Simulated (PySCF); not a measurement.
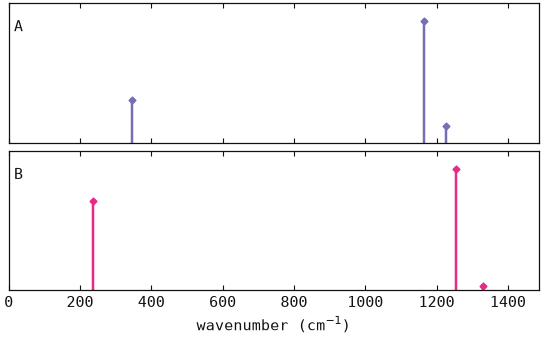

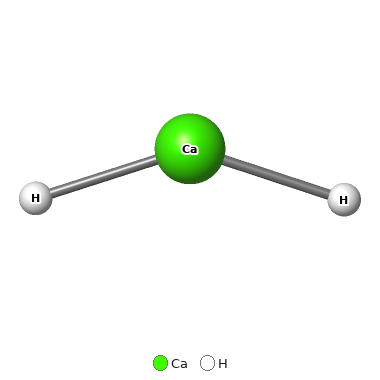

Harmonic infrared lines of CaH₂ and SrH₂, all C2v singlets, each the lowest point that its search found (CaH₂ is drawn); the central atom changes down one group of the periodic table. PBE0/def2-TZVP (core potentials past Kr), PySCF, unscaled, no spin-orbit coupling; each panel is scaled to its strongest line, degenerate modes are one line with their intensities summed, and dots on the axis are modes too weak to show or inactive.

> Which panel belongs to which molecule?

A: SrH₂ (strongest line 1165.2 cm⁻¹); B: CaH₂ (strongest line 1253.7 cm⁻¹).

> How do the bond length and the stretches change along the series?

Mean bond length: CaH₂ 2.027, SrH₂ 2.159 Å, rising down the group. Highest a1 mode: CaH₂ 1329, SrH₂ 1227 cm⁻¹, falling down the group.
